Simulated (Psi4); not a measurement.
# TaF5 (SMILES F[Ta](F)(F)(F)F): SVWN5/def2-SVP (core potential)

What is the energy change on altering one bond length of TaF5 at SVWN5/def2-SVP (core potential)? 

The results are computed with Psi4 1.11.

5 further runs of the same task are left out: 5 that didn't finish.

## 1. Starting point

The species is TaF5 (6 atoms), meant as a singlet with charge 0. As SMILES, `F[Ta](F)(F)(F)F`. Geometry: relaxed at PBE0-D4/def2-TZVP.

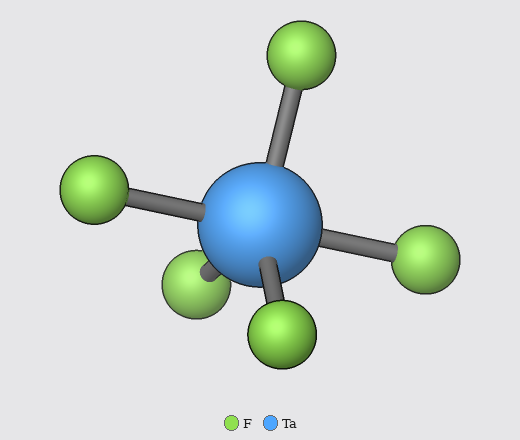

The structure, seen from a chosen angle (fluorine green, tantalum blue).

## 2. Energy and gradient at SVWN5/def2-SVP (core potential)

job.inp reads:

```
memory 2200 MB

molecule mol {
  0 1
  F
  Ta 1 1.875655
  F 2 1.846017 1 90.00452
  F 2 1.846006 3 119.99813 1 -90.00423
  F 2 1.875656 4 90.00129 1 -179.98803
  F 2 1.84602 4 119.99062 5 89.99406
  symmetry c1
}

set globals {
  basis def2-SVP
  reference rks
  puream true
  e_convergence 1e-09
  d_convergence 1e-08
  scf_type pk
  dft_radial_points 99
  dft_spherical_points 590
}

e, wfn = gradient('scf', dft_functional={"name": "SVWN5", "x_functionals": {"LDA_X": {}}, "c_functionals": {"LDA_C_VWN": {}}}, return_wfn=True)
oeprop(wfn, 'QUADRUPOLE', 'LOWDIN_CHARGES', 'MULLIKEN_CHARGES')
print_variables()
```

Command:

```
$ psi4 -n 1 job.inp job.out
```

job.out (excerpt; [...] marks lines left out):

```text
[...]
    !!!  WARNING: ECP capability is in beta. Please check occupations closely.  !!!
[...]
  Running in c1 symmetry.
[...]
  Nuclear repulsion =  316.002977635872980
[...]
  Multiplicity = 1
[...]
  Nalpha       = 29
  Nbeta        = 29
[...]
    Number of basis functions: 102
[...]
   @RKS iter   1:  -552.51680668330357   -6.51183e-01   1.05975e-02 DIIS/ADIIS
[...]
   @RKS iter  13:  -552.95730425844670   -1.13687e-12   7.32859e-09 DIIS
[...]
    Orbital Energies [Eh]
    ---------------------
    Doubly Occupied:
       1A    -24.141090     2A    -24.141066     3A    -24.141049
       4A    -24.110558     5A    -24.110295     6A     -2.719218
       7A     -1.525768     8A     -1.525766     9A     -1.519910
      10A     -1.089628    11A     -1.062897    12A     -1.060906
      13A     -1.060890    14A     -1.021772    15A     -0.484755
      16A     -0.477721    17A     -0.477715    18A     -0.467876
      19A     -0.467872    20A     -0.458934    21A     -0.416630
      22A     -0.416627    23A     -0.416303    24A     -0.415805
      25A     -0.388865    26A     -0.388863    27A     -0.381461
      28A     -0.378059    29A     -0.378045
[...]
  @RKS Final Energy:  -552.95730425844670
   => Energetics <=
    Nuclear Repulsion Energy =            316.0029776358729805
    One-Electron Energy =               -1420.5982561496894050
    Two-Electron Energy =                 607.3713356027549253
    DFT Exchange-Correlation Energy =     -55.7333613473850846
    Empirical Dispersion Energy =           0.0000000000000000
    VV10 Nonlocal Energy =                  0.0000000000000000
    Total Energy =                       -552.9573042584466975
[...]
  -Total Gradient:
     Atom            X                  Y                   Z
    ------   -----------------  -----------------  -----------------
       1       -0.000001177912     0.000004668189     0.001120382147
       2       -0.000000329905    -0.000022516106    -0.000000579207
       3        0.000102048866     0.002407933740    -0.000000164865
       4       -0.002049602675    -0.001163278932     0.000000049134
       5       -0.000000819276     0.000004464049    -0.001119795055
       6        0.001923226497    -0.001297469180     0.000000096184
[...]
 Multipole Moments:
 ------------------------------------------------------------------------------------
     Multipole            Electronic (a.u.)      Nuclear  (a.u.)        Total (a.u.)
 ------------------------------------------------------------------------------------
 L = 1.  Multiply by 2.5417464519 to convert [e a0] to [Debye]
 Dipole X            :          0.0008031           -0.0006908            0.0001123
 Dipole Y            :         -0.0055768            0.0052320           -0.0003448
 Dipole Z            :         -0.0000112            0.0000088           -0.0000024
 Magnitude           :                                                    0.0003627
 L = 2.  Multiply by 1.3450342976 to convert [e a0^2] to [Debye ang]
 Quadrupole XX       :       -200.3432034          164.2706440          -36.0725593
 Quadrupole XY       :          0.0138784           -0.0132571            0.0006213
[...]
  Mulliken Charges: (a.u.)
   Center  Symbol    Alpha    Beta     Spin     Total
       1     F     4.63457  4.63457  0.00000 -0.26915
       2    TA     5.89803  5.89803  0.00000  1.20394
       3     F     4.61094  4.61094  0.00000 -0.22189
       4     F     4.61093  4.61093  0.00000 -0.22187
       5     F     4.63457  4.63457  0.00000 -0.26915
       6     F     4.61094  4.61094  0.00000 -0.22188
   Total alpha = 29.00000, Total beta = 29.00000, Total charge = -0.00000
  Lowdin Charges: (a.u.)
   Center  Symbol    Alpha    Beta     Spin     Total
[...]
```

Wall time 34 s (1 thread of Intel Xeon at 2.50GHz (Skylake/Cascade Lake), shared host); peak memory 0.61 GiB.

## 3. The distorted shape: a single-point energy at SVWN5/def2-SVP (core potential)

run.py reads:

```python
import psi4

psi4.set_memory('2200 MB')
psi4.set_num_threads(1)
psi4.core.set_output_file('run.log', False)

m = psi4.geometry("""
0 1
F     -0.385167    -0.923377     2.167551
Ta     0.645083     0.366403     1.276971
F      2.187233    -0.495307     1.812701
F     -0.806180    -0.458120    -1.596180
F      1.675093     1.656473     0.386531
F     -0.091027     1.686193     2.337201
symmetry c1
""")

psi4.set_options({
    'basis': 'def2-SVP',
    'puream': True,
    'e_convergence': 1e-09,
    'd_convergence': 1e-08,
    'scf_type': 'pk',
    'dft_radial_points': 99,
    'dft_spherical_points': 590,
})

result, w = psi4.energy("scf", dft_functional={"name": "SVWN5", "x_functionals": {"LDA_X": {}}, "c_functionals": {"LDA_C_VWN": {}}}, return_wfn=True)
psi4.oeprop(w, "DIPOLE", "LOWDIN_CHARGES", "MAYER_INDICES")
print('E =', round(result, 9))
```

Command:

```
$ python run.py
```

run.log (excerpt; [...] marks lines left out):

```text
[...]
    !!!  WARNING: ECP capability is in beta. Please check occupations closely.  !!!
[...]
  Running in c1 symmetry.
[...]
  Nuclear repulsion =  283.073367710143259
[...]
  Multiplicity = 1
[...]
  Nalpha       = 29
  Nbeta        = 29
[...]
    Number of basis functions: 102
[...]
   @RKS iter   1:  -552.03420917269182   -5.44101e-01   1.21949e-02 ADIIS/DIIS
[...]
   @RKS iter  24:  -552.74355827881607   -6.90079e-11   8.26675e-09 DIIS
[...]
    Orbital Energies [Eh]
    ---------------------
    Doubly Occupied:
       1A    -24.184638     2A    -24.184608     3A    -24.154807
       4A    -24.154560     5A    -23.987932     6A     -2.768092
       7A     -1.573337     8A     -1.567274     9A     -1.557797
      10A     -1.119424    11A     -1.103656    12A     -1.100656
      13A     -1.062619    14A     -0.883424    15A     -0.521973
      16A     -0.506355    17A     -0.504431    18A     -0.501652
      19A     -0.485446    20A     -0.474415    21A     -0.454664
      22A     -0.433692    23A     -0.430319    24A     -0.428639
      25A     -0.420387    26A     -0.416747    27A     -0.272050
      28A     -0.231540    29A     -0.230652
[...]
  @RKS Final Energy:  -552.74355827881607
   => Energetics <=
    Nuclear Repulsion Energy =            283.0733677101432590
    One-Electron Energy =               -1354.2982620748784939
    Two-Electron Energy =                 574.0308989393952288
    DFT Exchange-Correlation Energy =     -55.5495628534760186
    Empirical Dispersion Energy =           0.0000000000000000
    VV10 Nonlocal Energy =                  0.0000000000000000
    Total Energy =                       -552.7435582788160673
[...]
 Multipole Moments:
 ------------------------------------------------------------------------------------
     Multipole            Electronic (a.u.)      Nuclear  (a.u.)        Total (a.u.)
 ------------------------------------------------------------------------------------
 L = 1.  Multiply by 2.5417464519 to convert [e a0] to [Debye]
 Dipole X            :          6.8561673           -6.1069309            0.7492364
 Dipole Y            :          3.8896190           -3.4642901            0.4253289
 Dipole Z            :         13.5654019          -12.0825859            1.4828160
 Magnitude           :                                                    1.7149353
[...]
```

Standard output:

```text
E = -552.743558279
```

Run time: 26 s. Hardware: 1 thread of Intel Xeon at 2.50GHz (Skylake/Cascade Lake), shared host; peak memory 0.6 GiB.

## 4. Results

Level: SVWN5/def2-SVP (core potential).

```
                                                          quantity          value
                                         first shape: total energy  -552.95730 Eh
                                        first shape: dipole moment         0.00 D
                                          first shape: HOMO energy      -10.29 eV
                                          first shape: LUMO energy       -3.47 eV
                                        first shape: HOMO–LUMO gap        6.81 eV
                             first shape: largest force on an atom     0.124 eV/Å
                                     distorted shape: total energy  -552.74356 Eh
                                    distorted shape: dipole moment         4.36 D
                                      distorted shape: HOMO energy       -6.28 eV
                                      distorted shape: LUMO energy       -5.96 eV
                                    distorted shape: HOMO–LUMO gap        0.32 eV
energy change with the Ta2–F4 bond stretched from 1.846 to 3.323 Å       5.816 eV
```

What this shows: One bond (distorted shape) is far stretched, which a spin-restricted single reference describes badly; a broken-symmetry solution may lie lower. With the Ta2–F4 bond stretched from 1.846 to 3.323 Å the energy rises by 5.82 eV (134 kcal/mol). The first shape isn't relaxed at this level, so the change isn't measured from a minimum. A restricted reference can't describe the breaking bond well at this length. Mulliken charges (first shape) run from -0.27 on F1 to +1.20 on Ta2.
